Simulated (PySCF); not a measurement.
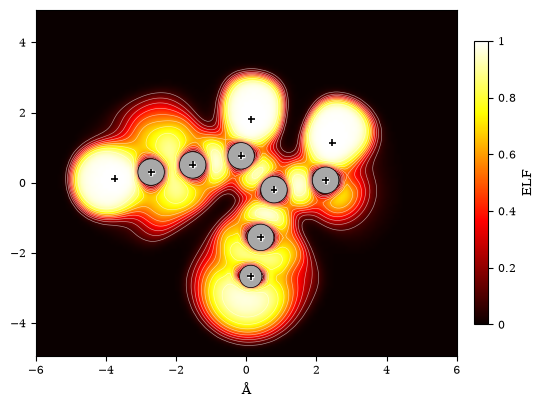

The ELF on a plane through atoms (crosses mark nuclei in the plane; grey discs cover the cores).

Theory: PySCF, PBE0/pcSseg-1, SCF density, gas phase, non-relativistic.

Candidates:
A. C4H9PSi2
B. C6H5N (SMILES C#C/C=C(/C)C#N)
C. C8H10O2 (SMILES COc1ccc(OC)cc1)

Which system is this?

Candidate B: C6H5N on the plane of atoms C3, C4 and C6, which holds C, N and H. C–N (1.15 Å): the ELF peaks at about 0.85 between the atoms: a multiple bond. C–C (1.20 Å): the ELF peaks at about 0.85 between the atoms; a multiple bond.
